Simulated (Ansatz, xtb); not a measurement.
Ligand exchange: KBr + CH4 → CH3K + HBr

Species: KBr, singlet; CH4 `C`, singlet; CH3K `[CH3][K]`, singlet; HBr (hydrogen bromide), singlet. The partners trade Br for CH3: K–Br and H–CH3 bonds give way to K–CH3 and H–Br.

Shapes, held fixed at every level: PBE0-D4/def2-TZVP. Programs: Ansatz 0.2.0, xtb 6.7.1. The zero-point and thermal change to 298 K, harmonic and unscaled (PBE0-D4/def2-TZVP), is -17.6 kJ/mol.

| level | kind | ΔH(298 K) (kJ/mol) | less CCSD(T)/def2-TZVPP | CPU time (sum over the molecules) |
| --- | --- | --- | --- | --- |
| GFN1-xTB | semi-empirical | +269.3 | -50.4 | 0.098 s |
| SPW92/def2-TZVPP | LDA | +298.3 | -21.4 | 3.9 s |
| PBE-D4/def2-TZVPP | GGA | +301.0 | -18.7 | 7.9 s |
| r2SCAN-D4/def2-TZVPP | meta-GGA | +331.2 | +11.5 | 13 s |
| B3LYP-D4/def2-TZVPP | global hybrid | +318.6 | -1.1 | 8.9 s |
| BHLYP-D4/def2-TZVPP | global hybrid | +342.8 | +23.1 | 8.2 s |
| r2SCAN0-D4/def2-TZVPP | global hybrid | +341.0 | +21.3 | 13 s |
| B2PLYP/def2-TZVPP | double hybrid | +324.0 | +4.3 | 14 s |
| CCSD(T)/def2-TZVPP | coupled cluster or CI | +319.7 | 0.0 | 12 s |

The highest level, CCSD(T)/def2-TZVPP, gives ΔH(298 K) = +319.7 kJ/mol; the levels span +269.3 to +342.8. The column of differences is taken from that level and isn't an error. No measured value is set beside it here. Relativity is left out for Br unless named. Correlated rows may include outer-core shells of Br, K, which these sets cover unevenly. Times are processor times on shared x86 and Arm servers, and rough.

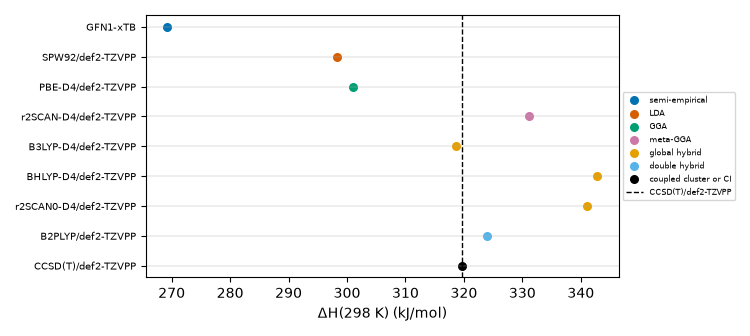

The values of the table, level by level.
